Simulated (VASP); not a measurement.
Band structure of CsBr (CsCl type). Computed with rev-vdW-DF2, VASP's PBE PAW potentials (set 64) (plane waves; VASP).

Unless said otherwise, spin-orbit coupling is left out, though it shifts the bands of the heavy elements here.

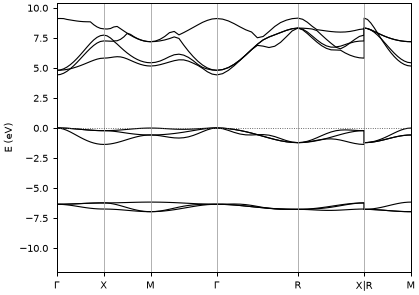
*Bands along high-symmetry lines, zero at the valence-band maximum or, without a gap, the Fermi level*

Read the plot: is there a gap, and where are the band edges?

The gap is direct, 4.42 eV, from the valence maximum at Γ to the conduction minimum at Γ. (Edges off the drawn lines would not show.)

Measured: gap 7.30 eV (computed value off by -2.88 eV), as given by Aguado et al., (1998), arXiv:cond-mat/9809176.

The compound is CsBr in the CsCl type structure. It was relaxed first.
